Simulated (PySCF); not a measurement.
# C3H4F2N2Si: electronic excitations

What electronic excitations should C3H4F2N2Si (`N#CC(F)(F)/C=N\[SiH3]`) show?

The runs use PySCF 2.14.0, with density-fitted response routines of our own; the level of theory stands in each step. All values are computed, except where a source is named. Atoms count from 0, in the outputs and in this text.

## (1) The starting structure

12 atoms, charge 0, multiplicity 1; geometry from: GFN2-xTB.

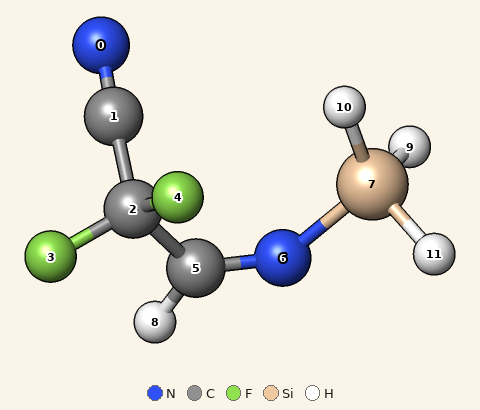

As it starts; nitrogen blue, carbon grey, fluorine green, silicon light orange, hydrogen white, atoms numbered; sticks join atoms by distance.

## (2) Ultraviolet spectrum: wB97X-D/def2-SVPD

The job: settings as JSON, then the geometry in Å.

```
{"job": {"kind": "uv", "xc": "wB97X-D", "basis": "def2-SVPD", "nstates": 8, "ntriplets": 3}, "charge": 0, "multiplicity": 1}
N     -1.855283     2.065550    -0.743590
C     -1.681479     1.048140    -0.256764
C     -1.398052    -0.270860     0.304947
F     -2.534132    -1.013216     0.385735
F     -0.926664    -0.157147     1.576008
C     -0.371276    -0.983139    -0.599961
N      0.843439    -0.765354    -0.622170
Si     1.961192     0.287583     0.181834
H     -0.835004    -1.730787    -1.243127
H      2.585840     0.923286    -0.972791
H      1.406698     1.280810     1.101188
H      2.805919    -0.685550     0.862665
```

Method: TDDFT wB97X-D/def2-SVPD, vertical, gas phase, core orbitals frozen in the response.

On the command line:

```
$ OMP_NUM_THREADS=1 python probes_run.py task.json out
```

One launch serves the whole session: the jobs run in the order shown.

What will the session give for the following? lowest singlet (wB97X-D/def2-SVPD); brightest single state of those computed; lowest triplet. Wanted: lowest singlet; brightest single state of those computed; lowest triplet.

The runs gave:

| quantity | value |
| --- | --- |
| lowest singlet (wB97X-D/def2-SVPD) | 3.93 eV (316 nm), f = 0.001 |
| brightest single state of those computed | state 4, 7.22 eV, f = 0.203 |
| lowest triplet | 3.37 eV |

**Reading.** The lowest singlet, at 3.93 eV, is HOMO→LUMO 0.93 and is weak; of the 8 states computed, the strongest absorption comes from state 4 at 7.22 eV. The lowest triplet lies 0.56 eV below the lowest singlet (triplets in Tamm-Dancoff, singlets in full TDDFT).
